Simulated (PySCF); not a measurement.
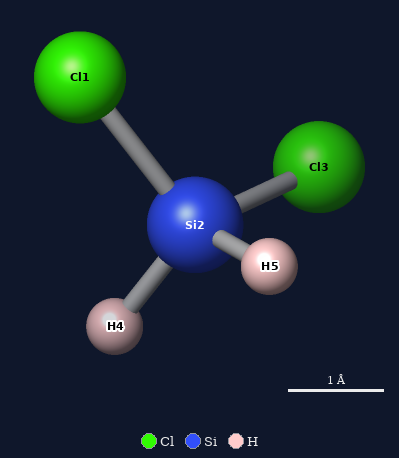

*The structure (ball-and-stick view, seen at a tilt; atoms are numbered from 1 in the order of the input).*

Bond lengths as drawn: Cl–Si 2.05 Å and H–Si 1.47 Å.

# SiH2Cl2: frequency calculation

The run: frequency calculation of SiH2Cl2 (dichlorosilane). Method and program: B3LYP/pcSseg-2 displacements along normal modes, gas phase (PySCF 2.14.0).

The input sets isotopic masses.

Input file:
```
{"job": {"xc": "B3LYP", "basis": "pcSseg-2", "grid": 2, "temperatures": [350, 1000], "kind": "vib", "mass_numbers": [35, 28, 35, 2, 2]}, "charge": 0, "multiplicity": 1}
Cl    -1.601553     1.148684     0.021872
Si    -0.003215    -0.139025    -0.011912
Cl     1.763324     0.904547    -0.076304
H     -0.098779    -0.964858    -1.223468
H     -0.025289    -0.937937     1.221072
```

The first line tells a small driver script what to run in PySCF; the rest is the geometry in Å.

Command:
```bash
OMP_NUM_THREADS=1 python <driver script> task.json out
```

The program's output:
```
mode    cm-1    km/mol   phi_rrr   E(+)/cm-1  E(-)/cm-1
  1    185.35     3.05     -14.0      32.88      33.89
  2    462.32    27.85      -0.7      83.74      83.59
  3    505.94    34.89      76.4      93.86      88.37
  4    509.27     0.00      -0.9      92.01      92.25
  5    552.53    51.05      -0.1      99.43      99.63
  6    663.53   283.96       2.4     119.89     119.44
  7    698.61    88.13     -54.3     123.99     127.90
  8   1625.99    46.98    -533.5     274.31     312.68
  9   1657.99    58.10       0.4     299.32     299.31
```

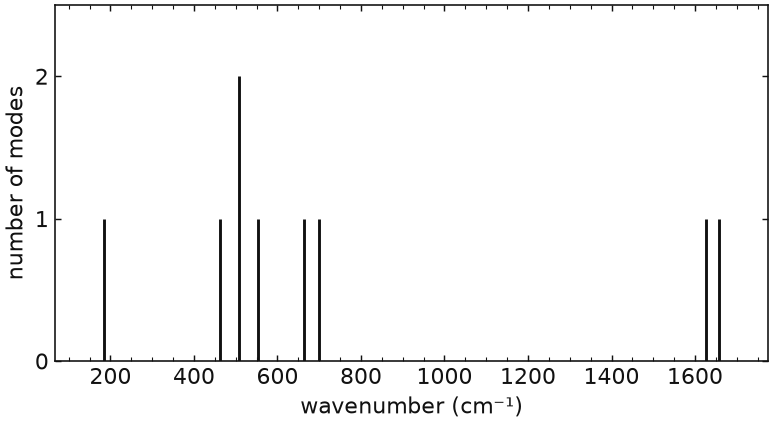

*Harmonic vibrational wavenumbers from the force constants; neighbouring modes closer than 7 cm⁻¹ are counted in one stick.*

9 modes from 185 to 1658 cm⁻¹, none imaginary.

Summary:

| quantity | value |
| --- | --- |
| outcome | converged |
| wavenumbers, lowest and highest | 185 and 1658 cm⁻¹ |
| hardware | 1 CPU thread, shared host |
| wall time | 2.4 min |
| peak memory | 0.63 GiB |
